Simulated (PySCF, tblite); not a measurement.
# trifluoromethanesulfonic acid (CHF3O3S): dynamics, then NMR shifts on frames, part 1 of 2

How do NMR shifts of trifluoromethanesulfonic acid (CHF3O3S) (`O=S(=O)(O)C(F)(F)F`) change as the atoms move?

Computed with tblite 0.8.0 and PySCF 2.14.0, with density-fitted response routines of our own, on a single molecule in the gas phase. Atoms are numbered from 0 throughout.

## Step 1: Starting geometry

9 atoms, charge 0, multiplicity 1; geometry from: GFN2-xTB.

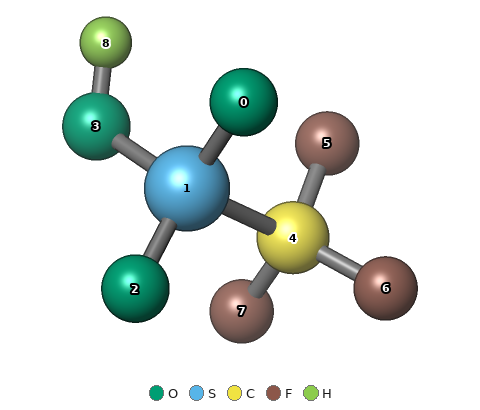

As it starts; oxygen teal, sulfur blue, carbon yellow, fluorine brown, hydrogen green, atoms numbered.

## Step 2: Dynamics with GFN2-xTB

Job settings and geometry (Å):

```
{"job": {"kind": "md", "xc": "GFN2-xTB", "basis": "xTB", "temperature": 300, "steps": 2000, "every": 50, "frames": 5}, "charge": 0, "multiplicity": 1}
O     -0.931004     0.032732     1.615410
S     -0.788164    -0.258770     0.233579
O     -1.397175    -1.389408    -0.351246
O     -1.135786     1.036177    -0.608084
C      1.039005    -0.315635    -0.147301
F      1.565024     0.847987     0.224308
F      1.638746    -1.291478     0.512391
F      1.231909    -0.477157    -1.444959
H     -1.208994     1.821547    -0.059277
```

Method: GFN2-xTB Langevin dynamics, gas phase.

On the command line:

```sh
$ OMP_NUM_THREADS=1 python probes_run.py task.json out
```

The driver reads the jobs from task.json and runs them one after another.

What it wrote:

```text
t/fs     T/K      E/eV
    0.0   279.1   -878.27764
   25.0   214.4   -878.07227
   50.0   239.2   -878.00783
   75.0   262.5   -878.08608
  100.0   215.8   -878.03086
  125.0   233.7   -878.03383
  150.0   208.5   -878.01111
  175.0   269.6   -878.09435
  200.0   284.5   -878.11432
  225.0   240.8   -878.13184
  250.0   207.4   -877.98060
  275.0   319.3   -878.10398
  300.0   298.6   -877.92606
  325.0   253.2   -877.86534
  350.0   349.6   -877.95609
  375.0   319.4   -878.01657
  400.0   340.1   -878.07667
  425.0   286.3   -878.02079
  450.0   267.3   -877.90832
  475.0   355.8   -877.97358
  500.0   312.8   -877.92985
  525.0   273.3   -878.01243
  550.0   283.9   -878.00777
  575.0   283.3   -877.96356
  600.0   381.6   -878.05640
  625.0   161.8   -877.95518
  650.0   285.7   -878.07465
  675.0   405.4   -878.17072
  700.0   289.6   -878.08957
  725.0   202.5   -877.98467
  750.0   344.6   -878.09424
  775.0   230.4   -877.97387
  800.0   209.8   -878.05020
  825.0   183.0   -878.13091
  850.0   124.1   -877.98744
  875.0   239.0   -878.12668
  900.0   336.3   -878.11015
  925.0   214.5   -878.08407
  950.0   183.4   -878.10711
  975.0   221.4   -878.13853
 1000.0   182.2   -878.00721
```

Wall time 6.5 s (1 thread of Intel Xeon 6975P-C, shared host); peak memory 0.18 GiB.

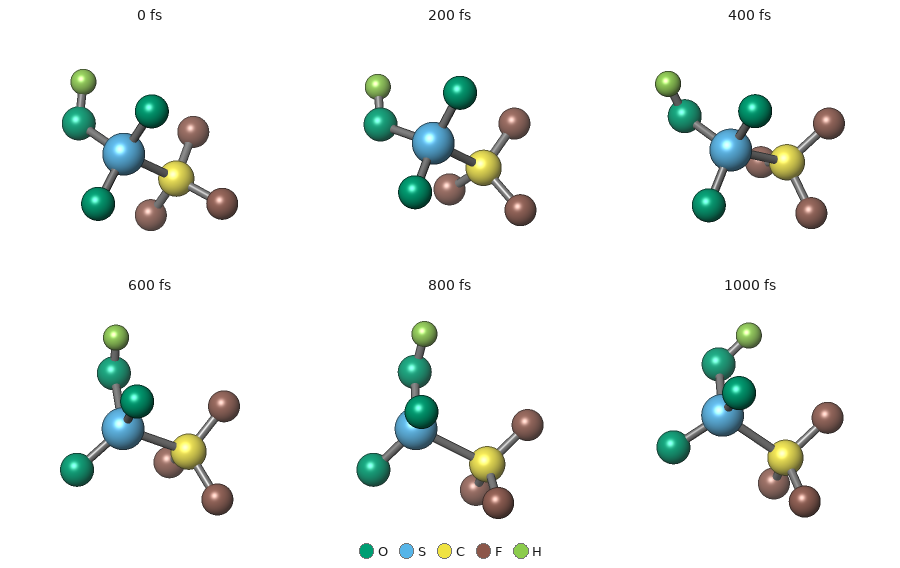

Frames of the run.

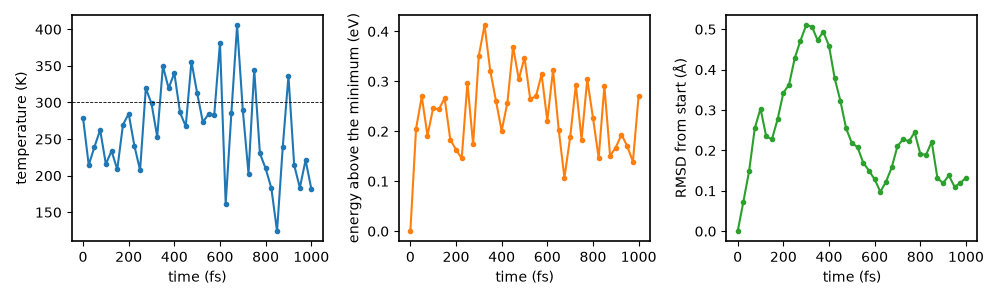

Temperature, potential energy and distance from the start.

Positions (Å) and forces (eV/Å) at 1000 fs:

```xyz
9

O    -1.658   -0.061    1.471   -0.367   -0.520    1.050
S    -1.115    0.218    0.215    1.992    1.296   -0.176
O    -1.710   -0.033   -1.001   -1.575   -1.091   -1.923
O    -0.751    1.758    0.112    0.541   -0.048    0.619
C     0.636   -0.512    0.098    0.607   -0.045   -0.584
F     1.313    0.126    1.067   -0.001   -0.161   -0.421
F     0.724   -1.813    0.284   -0.453   -0.240    0.676
F     1.250   -0.351   -1.100   -0.598    0.780    0.872
H    -0.379    2.125    0.924   -0.147    0.029   -0.112
```

## Step 3: Nuclear shieldings: 250 fs, PBE0/pcSseg-1

Job settings and geometry (Å):

```
{"job": {"kind": "nmr", "xc": "PBE0", "basis": "pcSseg-1", "pop": false}, "charge": 0, "multiplicity": 1}
O     -1.040100     0.082200     1.563800
S     -0.781400    -0.454300     0.253300
O     -1.246600    -1.773600     0.004100
O     -1.371600     0.637800    -0.718300
C      1.112900    -0.427400    -0.197500
F      1.669300     0.426800     0.626200
F      1.657700    -1.651000    -0.008900
F      1.356900    -0.041600    -1.389200
H     -1.934100     1.296500    -0.292700
```

With the program's defaults for keys left out, this is: GIAO PBE0/pcSseg-1 NMR shielding, non-relativistic, gas phase.

What it wrote:

```text
coarse grid: 9848 points
cycle   1  E = -960.7288438801  dE =  2.363e+00  |g| = 1.540e+00  |ddm| = 3.111e+00
cycle   2  E = -959.4160116632  dE =  1.313e+00  |g| = 3.120e+00  |ddm| = 3.014e+00
cycle   3  E = -961.1340877688  dE = -1.718e+00  |g| = 3.193e-01  |ddm| = 2.263e+00
cycle   4  E = -961.1459788495  dE = -1.189e-02  |g| = 1.973e-01  |ddm| = 3.229e-01
cycle   5  E = -961.1523281819  dE = -6.349e-03  |g| = 3.043e-02  |ddm| = 1.232e-01
cycle   6  E = -961.1525051837  dE = -1.770e-04  |g| = 8.578e-03  |ddm| = 2.809e-02
cycle   7  E = -961.1525154956  dE = -1.031e-05  |g| = 4.083e-03  |ddm| = 8.053e-03
cycle   8  E = -961.1525183252  dE = -2.830e-06  |g| = 1.077e-03  |ddm| = 3.170e-03
final grid: 96768 points
cycle   9  E = -961.2496369455  dE = -3.326e-05  |g| = 9.446e-03  |ddm| = 1.847e-02
cycle  10  E = -961.2496169261  dE =  2.002e-05  |g| = 1.411e-02  |ddm| = 1.602e-02
cycle  11  E = -961.2496521549  dE = -3.523e-05  |g| = 1.875e-03  |ddm| = 9.951e-03
cycle  12  E = -961.2496527617  dE = -6.068e-07  |g| = 4.406e-04  |ddm| = 1.574e-03
cycle  13  E = -961.2496527919  dE = -3.020e-08  |g| = 1.588e-04  |ddm| = 3.560e-04
cycle  14  E = -961.2496527962  dE = -4.272e-09  |g| = 4.907e-05  |ddm| = 1.325e-04
cycle  15  E = -961.2496527965  dE = -3.604e-10  |g| = 1.836e-05  |ddm| = 4.013e-05
converged SCF energy = -961.2496527965

GIAO shielding tensors (ppm)
atom      isotropic    diamagn.    paramagn.     s11        s22        s33       span
  0 O       84.401     398.912    -314.511     53.124     76.767    123.312     70.188
  1 S      188.593    1049.049    -860.456     23.465    133.874    408.441    384.975
  2 O       88.725     396.100    -307.375     49.186     93.614    123.375     74.189
  3 O      142.437     394.233    -251.796     60.260     84.172    282.879    222.620
  4 C       57.110     245.390    -188.280     49.953     57.180     64.196     14.243
  5 F      250.897     472.629    -221.732    196.046    224.799    331.846    135.800
  6 F      232.921     470.513    -237.592    165.461    183.663    349.639    184.178
  7 F      259.384     470.977    -211.593    223.560    237.772    316.820     93.260
  8 H       26.001      30.229      -4.228     20.734     21.268     36.000     15.265
```

It took 12 s on 1 thread of Intel Xeon 6975P-C, shared host; peak memory 0.7 GiB.

Shifts follow as δ = σ(reference) − σ, with reference shieldings (ppm) from runs at the same level and on the same kind of geometry: ¹H TMS 31.72, ¹³C TMS 186.9, ¹⁹F CFCl3 170.9, ¹⁷O H2O 336.1, ³³S CS2 504. The references are single molecules in the gas phase, so shifts against H2O, NH3, PH3, H3PO4 or CFCl3 are not on the usual liquid scales and can be off by tens of ppm. Each atom is listed at this fixed geometry, with no averaging over motion; a spectrum would average atoms that exchange fast.

```tsv
atoms	environment	σ (ppm)	δ (ppm)
C4	CF3 carbon	57.1	129.8
H8	hydrogen on an oxygen bonded to S	26.00	5.72
O0	S=O oxygen	84.4	251.7
O2	S=O oxygen	88.7	247.4
O3	oxygen bonded to S, H	142.4	193.6
S1	sulfonyl sulfur	189	315
F6	fluorine of an SCF3 group	232.9	-62.0
F5	fluorine of an SCF3 group	250.9	-80.0
F7	fluorine of an SCF3 group	259.4	-88.4
```

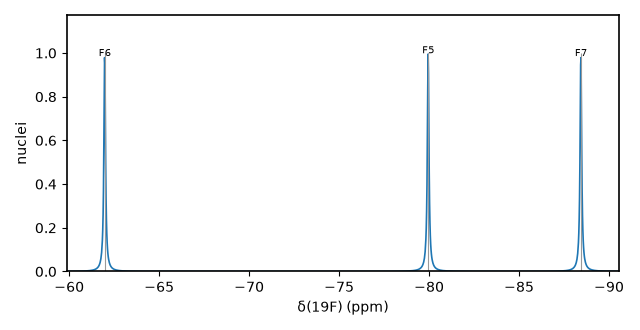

¹⁹F lines at the computed shifts, without couplings. Lines are broadened to a width of 0.11 ppm (Lorentzian).

Orbitals, density, ELF and potential are computed afterwards from the orbital file.

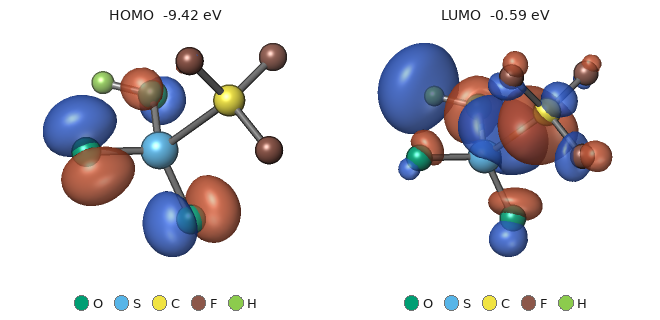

Frontier orbitals at PBE0/pcSseg-1; each surface holds 70 % of the orbital's density, blue and red mark the sign.

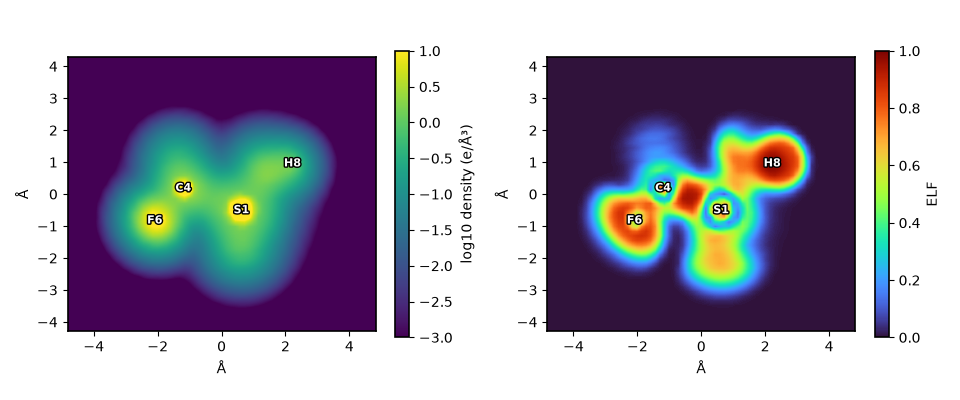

Density (left) and ELF (right) in a plane through or near 4 of the atoms.

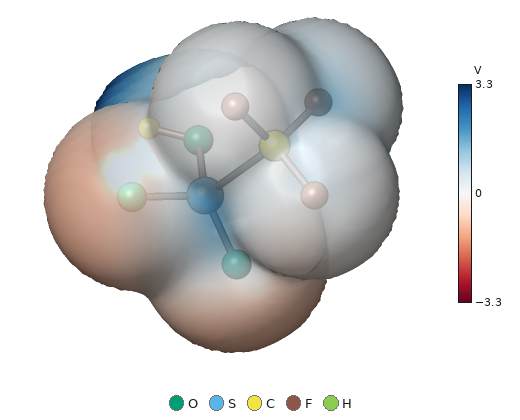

Electrostatic potential on the surface of density 0.002 e/bohr³; red is low, blue high. It runs, from the 1st to the 99th percentile, from -1.19 V near O0 to 3.30 V near H8.

(Continued in part 2 of 2.)
